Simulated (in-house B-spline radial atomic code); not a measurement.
# Hg⁶⁺: density, ELF and screening along the radius

How do the shells of Hg⁶⁺ show in real space, and how much do the settings move them?

The numbers are computed with in-house B-spline radial atomic code version 1 (several methods, spin-polarised, as named in each step; spherical all-electron atom at the radial basis limit), except any that are marked as measured or tabulated.

### Step 1. The system

| Property | Result |
| --- | --- |
| element | mercury (Z = 80) |
| charge | +6 |
| electrons | 74 |
| configuration | [Xe] 4f14 5d6 |
| nucleus | point (non-relativistic runs) or finite (X2C runs) |

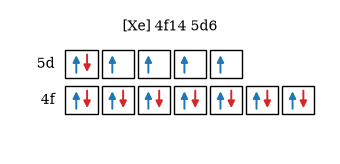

Occupation of the outer shells (arrows by Hund's rule).

Where spins are not typed, each open shell is filled with up spins first.

### Step 2. LDA (VWN5), X2C

Settings, as recorded:

```ini
Z = 80
electrons = 74.0
configuration = [Xe] 4f14 5d6
hamiltonian = x2c
method = lda,vwn
spin_polarised = True
nucleus = fermi
rms_radius = 5.4648
mass_number = 202
atomic_mass = 201.970643604
speed_of_light = 137.035999084
```

On the command line:

```
> python run_scf.py task.json out
```

One command runs all members of the session, one after another, from task.json.

The program writes no log. Results of the run, from its result record (rounded, main fields):

```text
{
  "status": "converged",
  "scf [iteration, energy, orbital gradient]": [
    [1, -19599.3886232, 0.741],
    [2, -19602.9908881, 0.27],
    [3, -19604.5301014, 0.0606],
    [4, -19604.5947582, 0.0219],
    [5, -19604.6015235, 0.00862],
    [6, -19604.602568, 0.00121],
    [7, -19604.6025904, 0.000671],
    [8, -19604.6025983, 2.17e-05],
    [9, -19604.6025983, 1.2e-06],
    [10, -19604.6025983, 2.19e-08]
  ],
  "energy [hartree]": {"total": -19604.6025983, "kinetic": 22619.1970804, "nuclear": -49255.3103347, "coulomb": 7394.68167947, "xc": -363.171023477},
  "orbitals [hartree, bohr; first row names the columns]": [
    ["name", "occ", "eps", "<r>", "<r^2>", "<1/r>", "r_max"],
    ["1s up", 1.0, -3045.0836, 0.015753, 0.00035092, 108.58, 0.0092392],
    ["1s down", 1.0, -3045.0833, 0.015753, 0.00035092, 108.58, 0.0092392],
    ["2s up", 1.0, -542.35667, 0.06911, 0.0057196, 25.543, 0.059018],
    ["2s down", 1.0, -542.34134, 0.069109, 0.0057196, 25.543, 0.059017],
    ["2p up", 3.0, -470.6607, 0.062648, 0.0048163, 20.624, 0.048389],
    ["2p down", 3.0, -470.64779, 0.062647, 0.0048162, 20.624, 0.048388],
    ["3s up", 1.0, -131.19166, 0.18029, 0.03732, 9.1549, 0.16708],
    ["3s down", 1.0, -131.18364, 0.18028, 0.037318, 9.155, 0.16708],
    ["3p up", 3.0, -110.35054, 0.18135, 0.038248, 7.8607, 0.16611],
    ["3p down", 3.0, -110.34209, 0.18134, 0.038246, 7.8608, 0.16611],
    ["3d up", 5.0, -87.342491, 0.165, 0.031883, 7.2679, 0.13534],
    ["3d down", 5.0, -87.330559, 0.165, 0.031883, 7.2678, 0.13534],
    ["4s up", 1.0, -31.343147, 0.39953, 0.1804, 3.8237, 0.37646],
    ["4s down", 1.0, -31.327312, 0.39952, 0.18038, 3.8234, 0.37649],
    ["4p up", 3.0, -24.46061, 0.42466, 0.20519, 3.3295, 0.39545],
    ["4p down", 3.0, -24.444634, 0.42459, 0.2051, 3.3296, 0.39548],
    ["4d up", 5.0, -16.016661, 0.44923, 0.23326, 2.9539, 0.40322],
    ["4d down", 5.0, -15.997833, 0.44896, 0.23291, 2.955, 0.40326],
    ["5s up", 1.0, -7.53373, 0.89231, 0.89111, 1.5617, 0.82614],
    ["5s down", 1.0, -7.4401923, 0.889, 0.88484, 1.5702, 0.82355],
    ["5p up", 3.0, -5.6184718, 1.0088, 1.1436, 1.3259, 0.91898],
    ["5p down", 3.0, -5.5099349, 1.0056, 1.1372, 1.3326, 0.91545],
    ["4f up", 7.0, -6.7712873, 0.48172, 0.27956, 2.5365, 0.36591],
    ["4f down", 7.0, -6.7466321, 0.48016, 0.27735, 2.5416, 0.3658],
    ["5d up", 5.0, -3.3402009, 1.2621, 1.808, 1.0282, 1.1068],
    ["5d down", 1.0, -3.2224936, 1.2659, 1.8232, 1.0276, 1.1033]
  ],
  "sum_r [bohr^k]": {"-1": 640.1409, "1": 33.61616, "2": 27.9666},
  "radius_at_0.001 [bohr]": 2.79,
  "radius_enclosing_fraction [bohr]": {"0.5": 0.3441, "0.9": 1.052, "0.99": 1.841},
  "slater [hartree]": {
    "F0(5p up,5p up)": 0.89059,
    "F2(5p up,5p up)": 0.482,
    "F0(5p up,5p down)": 0.89202,
    "F2(5p up,5p down)": 0.48241,
    "F0(5p up,5d up)": 0.78441,
    "F2(5p up,5d up)": 0.40352,
    "G1(5p up,5d up)": 0.49319,
    "G3(5p up,5d up)": 0.30906,
    "F0(5p up,5d down)": 0.78334,
    "F2(5p up,5d down)": 0.40232,
    "F0(5p down,5p down)": 0.89345,
    "F2(5p down,5p down)": 0.48283,
    "F0(5p down,5d up)": 0.78526,
    "F2(5p down,5d up)": 0.4031,
    "F0(5p down,5d down)": 0.78419,
    "F2(5p down,5d down)": 0.40191,
    "G1(5p down,5d down)": 0.49102,
    "G3(5p down,5d down)": 0.30729,
    "F0(5d up,5d up)": 0.7129,
    "F2(5d up,5d up)": 0.3801,
    "F4(5d up,5d up)": 0.25666,
    "F0(5d up,5d down)": 0.71193,
    "F2(5d up,5d down)": 0.37891,
    "F4(5d up,5d down)": 0.25563,
    "F0(5d down,5d down)": 0.71097,
    "F2(5d down,5d down)": 0.37772,
    "F4(5d down,5d down)": 0.25462
  }
}
```

It took 0.41 s on 1 thread, shared host.

radius_at_0.001 is where the density falls to 0.001 electrons per bohr³.

The record's radial tables, every 2nd point:

```csv
r (bohr),4πr²n (1/bohr),ELF,screened charge r·V (e),reduced gradient s,4πr²(n↑−n↓)
0.00304,62.29,0.9987,78.13,0.7007,-0.0006804
0.00461,87.60,0.9964,77.23,0.6644,-0.0009325
0.00699,109.3,0.9861,75.97,0.6787,-0.001134
0.0106,115.5,0.9173,74.20,0.7344,-0.001213
0.0161,103.6,0.5651,71.78,0.7412,-0.0009415
0.0244,100.2,0.3219,68.48,0.4616,0.003408
0.0369,132.1,0.6112,64.06,0.2822,0.03654
0.0560,148.3,0.7163,58.34,0.4254,0.1766
0.0849,117.7,0.3580,51.41,0.4027,0.4376
0.129,137.0,0.6259,43.10,0.2272,0.3599
0.195,106.6,0.5489,34.28,0.4894,-0.02560
0.296,81.78,0.4233,25.21,0.1617,0.8141
0.449,79.13,0.6941,16.87,0.4008,0.3820
0.681,31.05,0.3244,11.26,0.5324,0.8067
1.03,18.40,0.6606,7.748,0.5041,4.080
1.56,5.508,0.4562,6.265,1.165,2.412
2.37,0.4316,0.04315,6.012,3.768,0.2538
3.60,0.004518,0.0001827,6.000,24.02,0.002716
```

### Step 3. PBE, X2C

Settings: those of step 2 with these lines changed.

```diff
@@ -4,3 +4,3 @@
 hamiltonian = x2c
-method = lda,vwn
+method = pbe,pbe
 spin_polarised = True
```

Main fields:

```text
{
  "status": "converged",
  "iterations": 10,
  "energy [hartree]": {"total": -19616.6257366, "kinetic": 22643.0504744, "nuclear": -49280.1904814, "coulomb": 7395.83653829, "xc": -375.322267838},
  "orbitals [hartree, bohr; first row names the columns]": [
    ["name", "occ", "eps", "<r>"],
    ["1s up", 1.0, -3047.8947, 0.015739],
    ["1s down", 1.0, -3047.8949, 0.015739],
    ["2s up", 1.0, -542.79193, 0.06906],
    ["2s down", 1.0, -542.77611, 0.06906],
    ["2p up", 3.0, -470.76756, 0.062632],
    ["2p down", 3.0, -470.75475, 0.062631],
    ["3s up", 1.0, -131.30511, 0.18012],
    ["3s down", 1.0, -131.29915, 0.18011],
    ["3p up", 3.0, -110.37107, 0.18125],
    ["3p down", 3.0, -110.3644, 0.18124],
    ["3d up", 5.0, -87.329243, 0.16496],
    ["3d down", 5.0, -87.317751, 0.16496],
    ["4s up", 1.0, -31.392059, 0.39921],
    ["4s down", 1.0, -31.377168, 0.39924],
    ["4p up", 3.0, -24.481975, 0.42433],
    ["4p down", 3.0, -24.468054, 0.42432],
    ["4d up", 5.0, -16.014587, 0.44895],
    ["4d down", 5.0, -15.998354, 0.44874],
    ["5s up", 1.0, -7.523422, 0.89364],
    ["5s down", 1.0, -7.4221595, 0.88916],
    ["5p up", 3.0, -5.6131107, 1.0098],
    ["5p down", 3.0, -5.4911816, 1.0054],
    ["4f up", 7.0, -6.7513668, 0.48176],
    ["4f down", 7.0, -6.7290336, 0.48009],
    ["5d up", 5.0, -3.3360885, 1.2611],
    ["5d down", 1.0, -3.2013057, 1.2661]
  ],
  "sum_r [bohr^k]": {"-1": 640.5146, "1": 33.6083, "2": 27.94797}
}
```

Wall time 0.59 s (1 thread, shared host).

The record's radial tables, every 4th point:

```csv
r (bohr),4πr²n (1/bohr),ELF,screened charge r·V (e),reduced gradient s,4πr²(n↑−n↓)
0.00304,62.43,0.9987,78.13,0.7010,-0.0008328
0.00699,109.4,0.9861,75.96,0.6791,-0.001384
0.0161,103.5,0.5643,71.78,0.7417,-0.001346
0.0369,132.1,0.6117,64.05,0.2819,0.03503
0.0849,117.6,0.3574,51.41,0.4029,0.4363
0.195,106.6,0.5489,34.28,0.4907,-0.02605
0.449,79.26,0.6946,16.86,0.4012,0.3779
1.03,18.46,0.6621,7.745,0.5020,4.112
2.37,0.4299,0.04262,6.012,3.743,0.2507
```

### Step 4. Hartree-Fock, X2C

Settings: those of step 3 with these lines changed.

```diff
@@ -4,3 +4,3 @@
 hamiltonian = x2c
-method = pbe,pbe
+method = hf
 spin_polarised = True
```

Main fields:

```text
{
  "status": "converged",
  "iterations": 10,
  "energy [hartree]": {"total": -19611.0931691, "kinetic": 22634.4649551, "nuclear": -49274.2596823, "coulomb": 7398.2960555, "exact_exchange": -369.594497384},
  "orbitals [hartree, bohr; first row names the columns]": [
    ["name", "occ", "eps", "<r>"],
    ["1s up", 1.0, -3073.9929, 0.015734],
    ["1s down", 1.0, -3073.994, 0.015734],
    ["2s up", 1.0, -553.11925, 0.069005],
    ["2s down", 1.0, -553.08851, 0.069003],
    ["2p up", 3.0, -479.48831, 0.062649],
    ["2p down", 3.0, -479.45594, 0.062647],
    ["3s up", 1.0, -136.30833, 0.17975],
    ["3s down", 1.0, -136.29858, 0.17974],
    ["3p up", 3.0, -114.59466, 0.18103],
    ["3p down", 3.0, -114.58279, 0.18101],
    ["3d up", 5.0, -90.656407, 0.16502],
    ["3d down", 5.0, -90.627676, 0.16505],
    ["4s up", 1.0, -33.897257, 0.39902],
    ["4s down", 1.0, -33.859351, 0.39914],
    ["4p up", 3.0, -26.623907, 0.42336],
    ["4p down", 3.0, -26.585003, 0.42347],
    ["4d up", 5.0, -17.616742, 0.44768],
    ["4d down", 5.0, -17.557857, 0.44818],
    ["5s up", 1.0, -8.3657937, 0.90633],
    ["5s down", 1.0, -8.0967388, 0.89698],
    ["5p up", 3.0, -6.2846291, 1.0165],
    ["5p down", 3.0, -5.91051, 1.0086],
    ["4f up", 7.0, -7.6423764, 0.47966],
    ["4f down", 7.0, -7.6056203, 0.47659],
    ["5d up", 5.0, -3.6593446, 1.2548],
    ["5d down", 1.0, -3.4674701, 1.2694]
  ],
  "sum_r [bohr^k]": {"-1": 640.4047, "1": 33.57477, "2": 27.86416}
}
```

Run time: 1.2 s. Hardware: 1 thread, shared host.

The record's radial tables, every 4th point:

```csv
r (bohr),4πr²n (1/bohr),ELF,screened charge r·V (e),reduced gradient s,4πr²(n↑−n↓)
0.00304,62.36,0.9987,78.13,0.7000,-0.001583
0.00699,109.4,0.9863,75.96,0.6786,-0.002562
0.0161,103.5,0.5645,71.78,0.7424,-0.002688
0.0370,132.4,0.6144,64.02,0.2816,0.03202
0.0851,117.4,0.3551,51.36,0.4015,0.4516
0.196,105.7,0.5421,34.16,0.4943,-0.05353
0.450,79.51,0.6964,16.80,0.4023,0.3437
1.03,18.45,0.6688,7.742,0.4956,4.209
2.38,0.3995,0.03867,6.010,3.927,0.2265
```

### Step 5. PBEsol, X2C

Settings: those of step 4 with these lines changed.

```diff
@@ -4,3 +4,3 @@
 hamiltonian = x2c
-method = hf
+method = pbesol
 spin_polarised = True
```

Main fields:

```text
{
  "status": "converged",
  "iterations": 10,
  "energy [hartree]": {"total": -19610.7853064, "kinetic": 22632.8849985, "nuclear": -49269.4852222, "coulomb": 7395.23561981, "xc": -369.420702395},
  "orbitals [hartree, bohr; first row names the columns]": [
    ["name", "occ", "eps", "<r>"],
    ["1s up", 1.0, -3046.6705, 0.015745],
    ["1s down", 1.0, -3046.6706, 0.015745],
    ["2s up", 1.0, -542.59519, 0.06908],
    ["2s down", 1.0, -542.57955, 0.06908],
    ["2p up", 3.0, -470.68891, 0.062641],
    ["2p down", 3.0, -470.67606, 0.06264],
    ["3s up", 1.0, -131.25152, 0.18019],
    ["3s down", 1.0, -131.24475, 0.18018],
    ["3p up", 3.0, -110.35122, 0.18129],
    ["3p down", 3.0, -110.34385, 0.18129],
    ["3d up", 5.0, -87.324216, 0.16498],
    ["3d down", 5.0, -87.312522, 0.16498],
    ["4s up", 1.0, -31.366686, 0.39934],
    ["4s down", 1.0, -31.351576, 0.39936],
    ["4p up", 3.0, -24.466814, 0.42448],
    ["4p down", 3.0, -24.452273, 0.42444],
    ["4d up", 5.0, -16.009398, 0.44908],
    ["4d down", 5.0, -15.992339, 0.44885],
    ["5s up", 1.0, -7.5242003, 0.89332],
    ["5s down", 1.0, -7.4256753, 0.88907],
    ["5p up", 3.0, -5.6126539, 1.0096],
    ["5p down", 3.0, -5.4946612, 1.0051],
    ["4f up", 7.0, -6.7542414, 0.48179],
    ["4f down", 7.0, -6.7311497, 0.48016],
    ["5d up", 5.0, -3.3358445, 1.2608],
    ["5d down", 1.0, -3.2032673, 1.2638]
  ],
  "sum_r [bohr^k]": {"-1": 640.3573, "1": 33.60691, "2": 27.93671}
}
```

Wall time 0.42 s (1 thread, shared host).

Fields along the radius, from the same record (one point in 4):

```csv
r (bohr),4πr²n (1/bohr),ELF,screened charge r·V (e),reduced gradient s,4πr²(n↑−n↓)
0.00304,62.38,0.9987,78.13,0.7009,-0.0007926
0.00698,109.3,0.9862,75.97,0.6788,-0.001327
0.0161,103.5,0.5647,71.78,0.7416,-0.001331
0.0369,132.1,0.6115,64.06,0.2820,0.03517
0.0848,117.7,0.3582,51.43,0.4038,0.4358
0.195,106.6,0.5490,34.28,0.4902,-0.02589
0.448,79.47,0.6955,16.90,0.3990,0.3868
1.03,18.45,0.6615,7.744,0.5023,4.095
2.37,0.4254,0.04225,6.011,3.778,0.2495
```

### Step 6. LDA (PW92), X2C

Settings: those of step 5 with these lines changed.

```diff
@@ -4,3 +4,3 @@
 hamiltonian = x2c
-method = pbesol
+method = lda,pw
 spin_polarised = True
```

Main fields:

```text
{
  "status": "converged",
  "iterations": 10,
  "energy [hartree]": {"total": -19604.5697823, "kinetic": 22619.1989857, "nuclear": -49255.3051874, "coulomb": 7394.67447196, "xc": -363.138052648},
  "orbitals [hartree, bohr; first row names the columns]": [
    ["name", "occ", "eps", "<r>"],
    ["1s up", 1.0, -3045.0835, 0.015753],
    ["1s down", 1.0, -3045.0832, 0.015753],
    ["2s up", 1.0, -542.35647, 0.06911],
    ["2s down", 1.0, -542.34113, 0.069109],
    ["2p up", 3.0, -470.6605, 0.062648],
    ["2p down", 3.0, -470.64758, 0.062647],
    ["3s up", 1.0, -131.19135, 0.18029],
    ["3s down", 1.0, -131.18333, 0.18028],
    ["3p up", 3.0, -110.35023, 0.18135],
    ["3p down", 3.0, -110.34178, 0.18134],
    ["3d up", 5.0, -87.342192, 0.165],
    ["3d down", 5.0, -87.330255, 0.165],
    ["4s up", 1.0, -31.342771, 0.39953],
    ["4s down", 1.0, -31.326929, 0.39952],
    ["4p up", 3.0, -24.460229, 0.42466],
    ["4p down", 3.0, -24.444247, 0.42459],
    ["4d up", 5.0, -16.016276, 0.44923],
    ["4d down", 5.0, -15.997444, 0.44896],
    ["5s up", 1.0, -7.5332926, 0.89231],
    ["5s down", 1.0, -7.4398405, 0.88901],
    ["5p up", 3.0, -5.6180251, 1.0088],
    ["5p down", 3.0, -5.5096365, 1.0056],
    ["4f up", 7.0, -6.7708946, 0.48171],
    ["4f down", 7.0, -6.7462404, 0.48016],
    ["5d up", 5.0, -3.3397487, 1.2622],
    ["5d down", 1.0, -3.2223536, 1.266]
  ],
  "sum_r [bohr^k]": {"-1": 640.1408, "1": 33.61638, "2": 27.96728}
}
```

Wall time 0.41 s (1 thread, shared host).

Fields along the radius, from the same record (one point in 4):

```csv
r (bohr),4πr²n (1/bohr),ELF,screened charge r·V (e),reduced gradient s,4πr²(n↑−n↓)
0.00304,62.29,0.9987,78.13,0.7007,-0.0006787
0.00699,109.3,0.9861,75.97,0.6787,-0.001131
0.0161,103.6,0.5651,71.78,0.7412,-0.0009328
0.0369,132.1,0.6112,64.06,0.2822,0.03657
0.0849,117.7,0.3580,51.41,0.4027,0.4376
0.195,106.6,0.5489,34.28,0.4894,-0.02557
0.449,79.13,0.6941,16.87,0.4008,0.3820
1.03,18.40,0.6606,7.748,0.5041,4.080
2.37,0.4317,0.04316,6.012,3.767,0.2538
```

### Step 7. Results

| run | total energy (hartree) | highest level (eV) | radius holding 50 / 90 / 99 % (bohr) | radius at n = 0.001 (bohr) | ELF minima on the full grid (bohr) |
| --- | --- | --- | --- | --- | --- |
| LDA (VWN5), X2C | -19604.6026 | -87.689 | 0.344 / 1.05 / 1.84 | 2.79 | 0.024, 0.085, 0.24, 0.68 |
| PBE, X2C | -19616.6257 | -87.112 | 0.344 / 1.05 / 1.84 | 2.79 | 0.024, 0.085, 0.24, 0.68 |
| Hartree-Fock, X2C | -19611.0932 | -94.355 | 0.344 / 1.05 / 1.83 | 2.78 | 0.024, 0.085, 0.24, 0.68 |
| PBEsol, X2C | -19610.7853 | -87.165 | 0.344 / 1.05 / 1.84 | 2.79 | 0.024, 0.085, 0.24, 0.68 |
| LDA (PW92), X2C | -19604.5698 | -87.685 | 0.344 / 1.05 / 1.84 | 2.79 | 0.024, 0.085, 0.24, 0.68 |

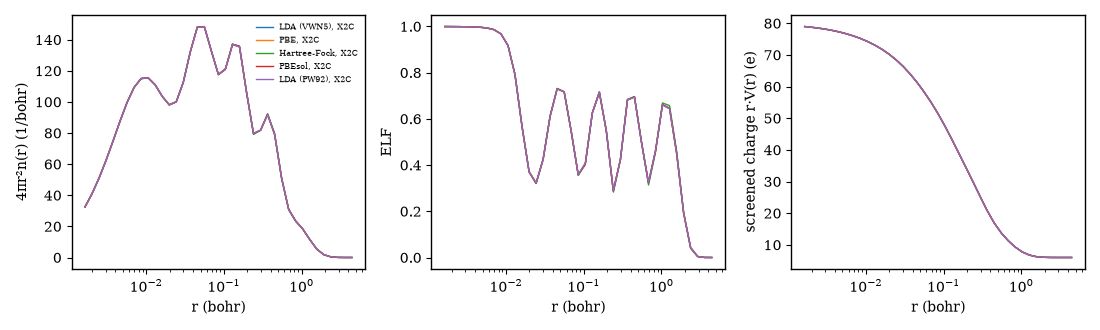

Radial density, ELF and screened nuclear charge of all runs.

In the first run ELF has 4 minima on the grid, which mark the borders between shells. On the record's full grid the screened charge (r times the electrostatic potential) falls from 79.8 near the nucleus to 6.00 at 4.4 bohr; far out it tends to the net charge, 6. The grid is coarse (about 23 % a step), so the places of minima are rough. For X2C runs ELF uses the non-relativistic kinetic energy density, and the fields carry no picture-change correction.
